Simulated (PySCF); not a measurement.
F₃H₃LaN

The calculation's input:

```
mol = gto.M(atom='''
La     0.12249    -0.12249     0.12249
F      1.18010     1.41998     1.18010
F     -1.41998    -1.18010     1.18010
F      1.18010    -1.18010    -1.41998
N     -1.44118     1.44118    -1.44118
H     -2.05375     2.05375    -0.89918
H     -0.89918     2.05375    -2.05375
H     -2.05375     0.89918    -2.05375''',
    basis={'La': 'lcecp-1-SVP', 'F': 'def2-SVP', 'N': 'def2-SVP', 'H': 'def2-SVP'},
    ecp={'La': 'lcecp-1-SVP'},
    charge=0, spin=0)
mf = dft.RKS(mol, xc='PBE0')
mf.grids.atom_grid = (75, 302)  # f atoms: at least (60, 302), unpruned
mf = mf.density_fit()  # La AutoAux, F def2-universal-JKFIT, N def2-universal-JKFIT, H def2-universal-JKFIT
mf.conv_tol = 1e-09; mf.max_cycle = 55
mf.kernel(dm0)
```

Command:

```sh
OMP_NUM_THREADS=2 python run.py
```

Core potentials replace the inner electrons of La.

These are results of RKS PBE0, La lcecp-1-SVP with ECP46, F def2-SVP, N def2-SVP, H def2-SVP; non-relativistic Hamiltonian with scalar-relativistic core potentials where named; density fitting (PySCF), not measurements.

> What will maps of the electron density and electron localisation function show?

La–F (2.15 Å): ρ at the midpoint is about 0.7 e/Å³, with its minimum of 0.61 e/Å³ about 1.2 Å from La; the ELF is about 0.30 at the midpoint; an ionic contact with no shared pair.
La–N (2.71 Å): ρ is about 0.25 e/Å³ halfway; the ELF peaks at about 0.95 in the valence shell of N, 0.7 Å from its nucleus, and drops to about 0.15 between the two atoms.
N–H (1.02 Å): the density is about 2.8 e/Å³ at the midpoint; the ELF climbs to about 1 towards the hydrogen, as it does in any bond to H (an ordinary covalent bond to hydrogen).

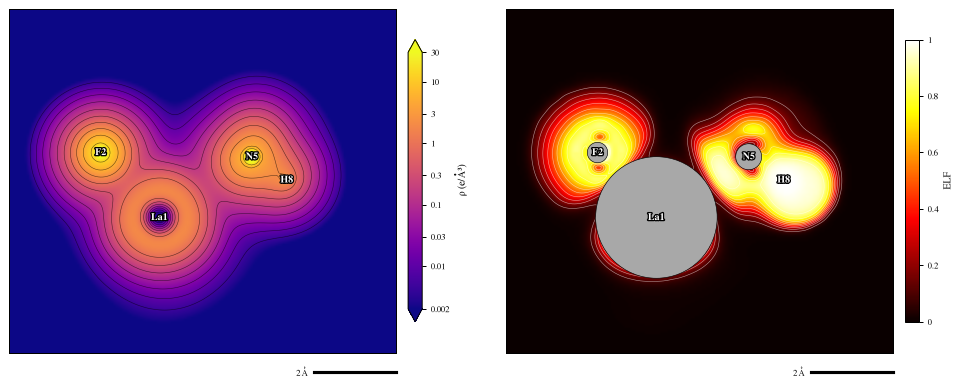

Computed electron density and electron localisation function on the plane of atoms La1, N5 and H8, in this order. Grey discs cover the atomic cores in the ELF map. 
